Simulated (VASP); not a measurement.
Band structure of PdC (relaxed from the CsCl type structure, space group Pm-3m). Level of theory: PBEsol GGA, VASP's PBE PAW potentials (set 64) (plane waves; VASP).

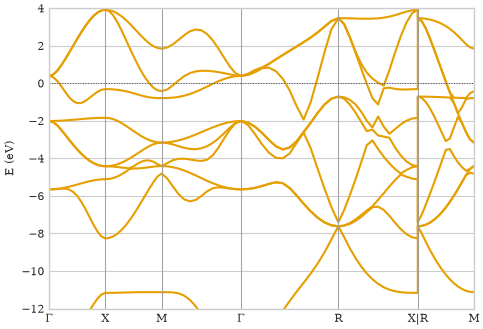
Figure. Bands along high-symmetry lines, zero at the valence-band maximum or, without a gap, the Fermi level

Task: Read the plot: is there a gap, and where are the band edges?

Result: It has no gap at this level: it comes out as a metal or semimetal. (Edges off the drawn lines would not show.)

The structure was generated: PdC was put into the CsCl type type (Pm-3m), which need not be its known phase. It was relaxed first, which changed the volume by -7 %.
